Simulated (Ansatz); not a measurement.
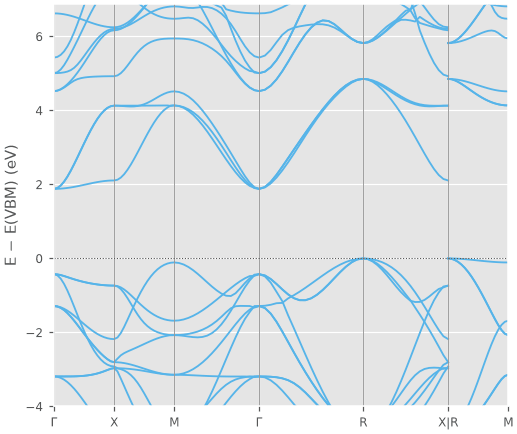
Band structure from LDA (plane waves, PAW; program Ansatz)

### Question
Read off the gap and where the band edges lie.

### Answer
About 1.9 eV (1.88 eV by a search for the band edges); maximum at R, minimum at Γ.

The material is CaTiO3 (cubic perovskite, space group No. 221).

Space group Pm-3m (cubic perovskite). The first step of the workflow began from a Materials Project structure, measured or hypothetical; the Crystallography Open Database files this formula in space group No. 221, but the cells were not matched. Its standing as an ambient phase is unchecked. The cell was relaxed with LDA under the symmetry of its start. At this level the phase is dynamically unstable (imaginary phonons). The run is not spin-polarised.

Potentials: the later of the program's two PAW sets.
